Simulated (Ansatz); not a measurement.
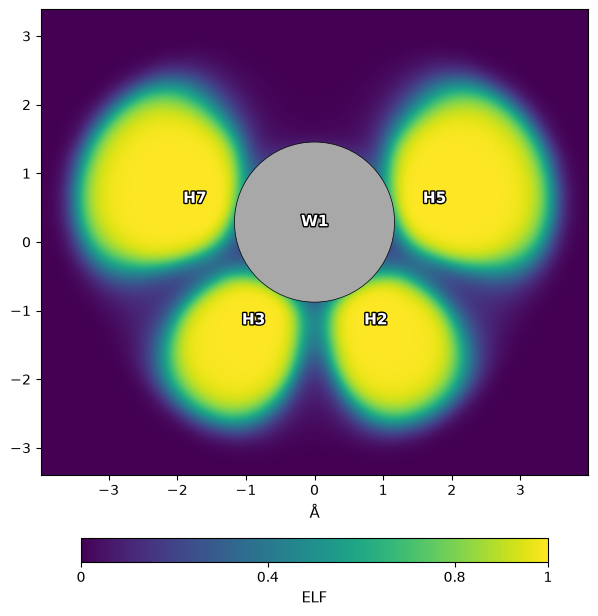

H6W. ELF on the plane of atoms H3, W1 and H5. Grey discs cover the atomic cores.

Core potentials replace the inner electrons of W.

Theory: RKS PBE0/def2-SVP (Ansatz).

```tsv
atom	x (Å)	y (Å)	z (Å)
W	0.0812	0.0000	0.0812
H	0.4634	-0.0154	1.7223
H	1.7223	0.0154	0.4634
H	-0.5432	1.4579	-0.5073
H	-1.3928	-0.0310	1.0760
H	-0.5073	-1.4579	-0.5432
H	1.0760	0.0310	-1.3928
```

> Read the bonding off the picture.

Atoms in the plane: W and H.
W–H (1.69 Å): the ELF climbs to about 1 towards the hydrogen.
